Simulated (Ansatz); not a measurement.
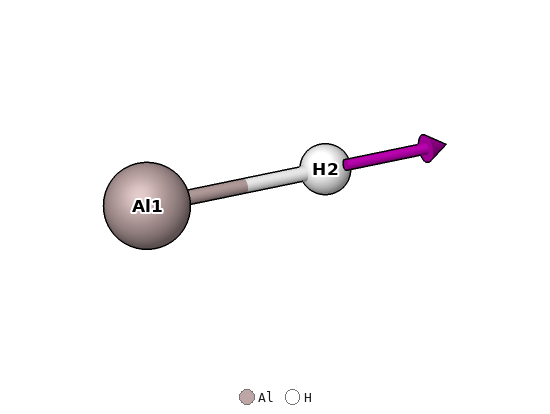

The arrows show one normal mode. Harmonic vibrations computed with RKS PBE0-D4/def2-TZVP (Ansatz 0.2.0) at a stationary point of the same level.

Question: Describe the motion.

Answer: Mostly Al–H stretching.

Question: At what wavenumber does it lie?

Answer: 1648 cm⁻¹; it is mode 1 of 1 counted from the lowest.
